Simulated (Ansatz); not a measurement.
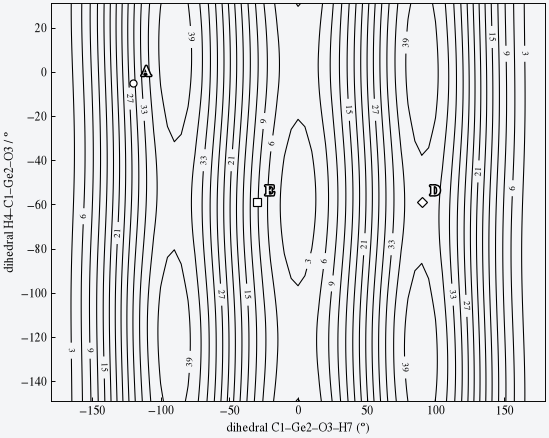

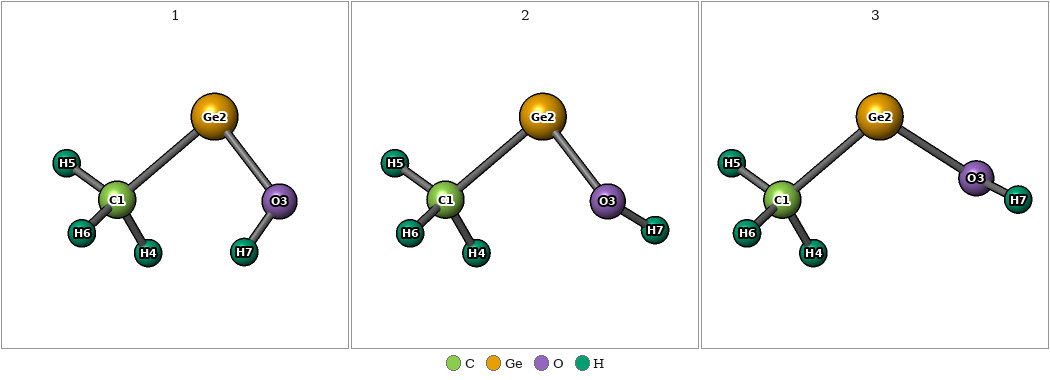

CH₄GeO, SMILES [CH3][Ge][OH]. 
- First axis: dihedral C1–Ge2–O3–H7. Second axis: dihedral H4–C1–Ge2–O3.
- Nothing is relaxed (all other coordinates rigid).
- The grid has 12 × 11 points.
- All energies are given in kJ/mol relative to the lowest grid point.
- Method: RKS PBE0-D4/def2-TZVP (Ansatz 0.2.0).

Drawn: contour lines labelled in kJ/mol, lettered points. Between grid points the surface is interpolated. The numbered pictures are the structures at these points, in random order.

Which structure belongs to which point?

Answer. A is structure 3: dihedral C1–Ge2–O3–H7 = −120°, dihedral H4–C1–Ge2–O3 = −5°, 29.1 kJ/mol; D is structure 2: dihedral C1–Ge2–O3–H7 = 90°, dihedral H4–C1–Ge2–O3 = −59°, 38.1 kJ/mol; E is structure 1: dihedral C1–Ge2–O3–H7 = −30°, dihedral H4–C1–Ge2–O3 = −59°, 9.5 kJ/mol.
